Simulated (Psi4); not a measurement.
**C2H3In (SMILES C#[C][InH2]): BHLYP/def2-SVPD (core potential)**

Aim: the vertical electron affinity of C2H3In at BHLYP/def2-SVPD (core potential), from 2 runs. 

The results are computed with Psi4 1.11.

## (1) The molecule

C2H3In: 6 atoms, total charge 0, spin state singlet. As SMILES, `C#[C][InH2]`. Geometry: relaxed at PBE0-D4/def2-TZVP.

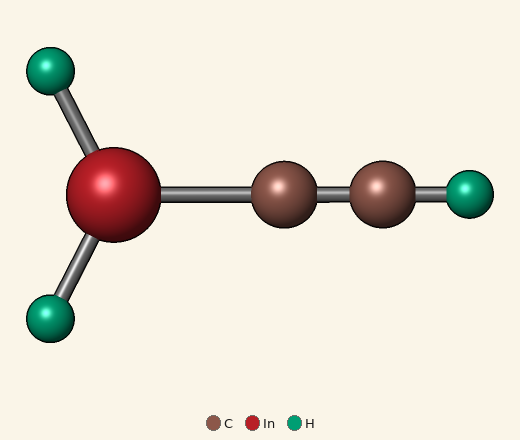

Viewed from a chosen angle; carbon brown, indium red, hydrogen teal.

## (2) Energy and gradient at BHLYP/def2-SVPD (core potential)

The input, job.inp:

```
memory 2200 mb

molecule {
  0 1
  C     -0.35262289    -3.64339197     0.02853486
  C     -0.13303672    -1.36702788     0.01114938
  In     0.24925488     2.57739746    -0.02003110
  H     -0.54613085    -5.64952522     0.04403062
  H      1.27273054     3.93346493    -2.77562973
  H     -0.49019496     4.14889371     2.71175699
  units au
  symmetry c1
}

set basis def2-SVPD
set puream true
set e_convergence 1e-09
set d_convergence 1e-08
set scf_type pk
set dft_radial_points 99
set dft_spherical_points 590

E, wfn = gradient("bhhlyp", return_wfn=True)
oeprop(wfn, "MULLIKEN_CHARGES", "LOWDIN_CHARGES", "DIPOLE", title="BHHLYP")
```

Launch:

```bash
$ psi4 -n 1 job.inp job.out
```

job.out (excerpt; [...] marks lines left out):

```text
[...]
    !!!  WARNING: ECP capability is in beta. Please check occupations closely.  !!!
[...]
  Running in c1 symmetry.
[...]
  Nuclear repulsion =   91.358346432264852
[...]
  Multiplicity = 1
[...]
  Nalpha       = 18
  Nbeta        = 18
[...]
    Number of basis functions: 96
[...]
   @RKS iter   1:  -267.62291448205502   -1.17240e+00   6.57304e-03 ADIIS/DIIS
[...]
   @RKS iter  11:  -267.85638585464875   -1.27898e-11   4.99938e-09 DIIS
[...]
    Orbital Energies [Eh]
    ---------------------
    Doubly Occupied:
       1A    -10.593730     2A    -10.579745     3A     -4.963773
       4A     -3.317479     5A     -3.306891     6A     -3.305775
       7A     -0.894235     8A     -0.885865     9A     -0.885226
      10A     -0.883477    11A     -0.881071    12A     -0.834365
      13A     -0.611774    14A     -0.515490    15A     -0.388737
      16A     -0.363883    17A     -0.335916    18A     -0.324299
[...]
  @RKS Final Energy:  -267.85638585464875
   => Energetics <=
    Nuclear Repulsion Energy =             91.3583464322648524
    One-Electron Energy =                -620.0799634756529031
    Two-Electron Energy =                 275.7584612228045557
    DFT Exchange-Correlation Energy =     -14.8932300340652350
    Empirical Dispersion Energy =           0.0000000000000000
    VV10 Nonlocal Energy =                  0.0000000000000000
    Total Energy =                       -267.8563858546487495
[...]
  -Total Gradient:
     Atom            X                  Y                   Z
    ------   -----------------  -----------------  -----------------
       1       -0.000068529759    -0.000722692664    -0.000001238999
       2        0.000545944381     0.005689490794    -0.000043466721
       3       -0.000417863824    -0.004294537558     0.000048456902
       4        0.000043053458     0.000420549153    -0.000001460988
       5       -0.000175920736    -0.000532125309     0.000386477812
       6        0.000073333393    -0.000560529137    -0.000388765399
[...]
 Multipole Moments:
 ------------------------------------------------------------------------------------
     Multipole            Electronic (a.u.)      Nuclear  (a.u.)        Total (a.u.)
 ------------------------------------------------------------------------------------
 L = 1.  Multiply by 2.5417464519 to convert [e a0] to [Debye]
 Dipole X            :          3.3006350           -3.2900290            0.0106060
 Dipole Y            :         34.1031328          -33.9949525            0.1081802
 Dipole Z            :         -0.2664236            0.2657071           -0.0007165
 Magnitude           :                                                    0.1087012
[...]
  Mulliken Charges: (a.u.)
   Center  Symbol    Alpha    Beta     Spin     Total
       1     C     3.55912  3.55912  0.00000 -1.11824
       2     C     2.18159  2.18159  0.00000  1.63683
       3    IN    10.63764 10.63764  0.00000 -0.27528
       4     H     0.59478  0.59478  0.00000 -0.18955
       5     H     0.51345  0.51345  0.00000 -0.02689
       6     H     0.51343  0.51343  0.00000 -0.02685
   Total alpha = 18.00000, Total beta = 18.00000, Total charge =  0.00000
  Lowdin Charges: (a.u.)
   Center  Symbol    Alpha    Beta     Spin     Total
[...]
```

It took 14 s on 1 thread of Intel Xeon 6975P-C (Granite Rapids), shared host; peak memory 1.2 GiB.

## (3) The doublet anion, same level

The input, job.json:

```json
{
 "schema_name": "qcschema_input",
 "schema_version": 1,
 "molecule": {
  "schema_name": "qcschema_molecule",
  "schema_version": 2,
  "symbols": ["C", "C", "In", "H", "H", "H"],
  "geometry": [-0.35262289, -3.64339197, 0.02853486, -0.13303672, -1.36702788, 0.01114938, 0.24925488, 2.57739746, -0.0200311, -0.54613085, -5.64952522, 0.04403062, 1.27273054, 3.93346493, -2.77562973, -0.49019496, 4.14889371, 2.71175699],
  "molecular_charge": -1,
  "molecular_multiplicity": 2,
  "fix_symmetry": "c1"
 },
 "driver": "gradient",
 "model": {
  "method": "bhhlyp",
  "basis": "def2-SVPD"
 },
 "keywords": {
  "reference": "uks",
  "puream": true,
  "e_convergence": 1e-09,
  "d_convergence": 1e-08,
  "scf_type": "pk",
  "dft_radial_points": 99,
  "dft_spherical_points": 590,
  "maxiter": 100,
  "scf_properties": ["WIBERG_LOWDIN_INDICES", "LOWDIN_CHARGES", "QUADRUPOLE"]
 }
}
```

Launch:

```bash
$ psi4 --qcschema job.json -n 1 --memory 2200MB
```

stdout (excerpt; [...] marks lines left out):

```text
[...]
    !!!  WARNING: ECP capability is in beta. Please check occupations closely.  !!!
[...]
  Running in c1 symmetry.
[...]
  Nuclear repulsion =   91.358346432264852
[...]
  Multiplicity = 2
[...]
  Nalpha       = 19
  Nbeta        = 18
[...]
    Number of basis functions: 96
[...]
   @UKS iter   1:  -267.49000770807959   -1.03949e+00   7.67641e-03 DIIS/ADIIS
[...]
   @UKS iter  16:  -267.86608689412816   -1.13118e-11   9.11457e-09 DIIS
[...]
   @S^2 Observed:                7.577990491E-01
[...]
    Orbital Energies [Eh]
    ---------------------
    Alpha Occupied:
       1A    -10.413950     2A    -10.410826     3A     -4.739812
       4A     -3.088404     5A     -3.085168     6A     -3.084116
       7A     -0.680186     8A     -0.662903     9A     -0.662221
      10A     -0.658795    11A     -0.657106    12A     -0.654739
      13A     -0.448337    14A     -0.324742    15A     -0.196447
      16A     -0.178268    17A     -0.171773    18A     -0.144680
      19A      0.029293
    Alpha Virtual:
      20A      0.149438    21A      0.184875    22A      0.192005
      23A      0.199064    24A      0.218667    25A      0.219227
[...]
  @UKS Final Energy:  -267.86608689412816
   => Energetics <=
    Nuclear Repulsion Energy =             91.3583464322648524
    One-Electron Energy =                -627.3182688626746994
    Two-Electron Energy =                 283.0832462169857990
    DFT Exchange-Correlation Energy =     -14.9894106807041005
    Empirical Dispersion Energy =           0.0000000000000000
    VV10 Nonlocal Energy =                  0.0000000000000000
    Total Energy =                       -267.8660868941281592
  UHF NO Occupations:
  HONO-2 :   17  A 1.9983912
  HONO-1 :   18  A 1.9982449
[...]
  -Total Gradient:
     Atom            X                  Y                   Z
    ------   -----------------  -----------------  -----------------
       1        0.001816120051     0.018751154091    -0.000150339884
       2       -0.000171564798    -0.001724553052     0.000011882116
       3       -0.001086688856    -0.011196581650     0.000099025430
       4       -0.000123086947    -0.001292409255     0.000011627069
       5       -0.001370795502    -0.002128736302     0.003603811220
       6        0.000936036915    -0.002408679566    -0.003576003847
[...]
```

The result, in JSON:

```text
{
 "driver": "gradient",
 "model": {
  "method": "bhhlyp",
  "basis": "def2-SVPD"
 },
 "success": true,
 "return_result": [0.0018161200506298936, 0.018751154091447786, -0.0001503398842316512, -0.00017156479842627553, -0.0017245530517739915, 1.1882116006453527e-05, -0.001086688856119046, -0.011196581650370865, 9.902543013971381e-05, -0.00012308694736353105, -0.0012924092545316956, 1.1627069129707549e-05, -0.0013707955016686243, -0.0021287363015891764, 0.0036038112198445715, 0.0009360369150011906, -0.0024086795657025026, -0.0035760038468824057],
 "properties": {
  "calcinfo_nbasis": 96,
  "calcinfo_nmo": 96,
  "calcinfo_nalpha": 19,
  "calcinfo_nbeta": 18,
  "calcinfo_natom": 6,
  "nuclear_repulsion_energy": 91.35834643226485,
  "return_energy": -267.86608689412816,
  "return_gradient": [0.0018161200506298936, 0.018751154091447786, -0.0001503398842316512, -0.00017156479842627553, -0.0017245530517739915, 1.1882116006453527e-05, -0.001086688856119046, -0.011196581650370865, 9.902543013971381e-05, -0.00012308694736353105, -0.0012924092545316956, 1.1627069129707549e-05, -0.0013707955016686243, -0.0021287363015891764, 0.0036038112198445715, 0.0009360369150011906, -0.0024086795657025026, -0.0035760038468824057],
  "scf_one_electron_energy": -627.3182688626747,
  "scf_two_electron_energy": 283.0832462169858,
  "scf_xc_energy": -14.9894106807041,
  "scf_dipole_moment": [-0.014582717208205587, -0.15233455435198806, 0.0013812979260388047],
  "scf_total_energy": -267.86608689412816,
  "scf_total_gradient": [0.0018161200506298936, 0.018751154091447786, -0.0001503398842316512, -0.00017156479842627553, -0.0017245530517739915, 1.1882116006453527e-05, -0.001086688856119046, -0.011196581650370865, 9.902543013971381e-05, -0.00012308694736353105, -0.0012924092545316956, 1.1627069129707549e-05, -0.0013707955016686243, -0.0021287363015891764, 0.0036038112198445715, 0.0009360369150011906, -0.0024086795657025026, -0.0035760038468824057],
  "scf_iterations": 16
 }
}
```

It took 23 s on 1 thread of Intel Xeon 6975P-C (Granite Rapids), shared host; peak memory 1.2 GiB.

## (4) Outcome

At BHLYP/def2-SVPD (core potential):

```
                                         quantity          value
                     singlet C2H3In: total energy  -267.85639 Eh
                    singlet C2H3In: dipole moment         0.28 D
                      singlet C2H3In: HOMO energy       -8.82 eV
                      singlet C2H3In: LUMO energy       -1.33 eV
                    singlet C2H3In: HOMO–LUMO gap        7.50 eV
         singlet C2H3In: largest force on an atom     0.294 eV/Å
                      doublet anion: total energy  -267.86609 Eh
doublet anion: HOMO energy (highest over α and β)        0.80 eV
 doublet anion: LUMO energy (lowest over α and β)        4.07 eV
                              doublet anion: ⟨S²⟩          0.758
          doublet anion: largest force on an atom     0.969 eV/Å
vertical electron affinity (to the doublet anion)       0.264 eV
```

What this shows: At fixed nuclei the extra electron is bound by 0.26 eV (6.1 kcal/mol). The largest force (singlet C2H3In) is 0.29 eV/Å: the shape isn't a stationary point for this species at this level. Mulliken charges (singlet C2H3In) run from -1.12 on C1 to +1.64 on C2; in a basis this large or diffuse they mean little. The HOMO (doublet anion) lies at positive energy, 0.80 eV, from the functional's self-interaction, a short basis or an electron that isn't bound; only total energies against the neutral tell.
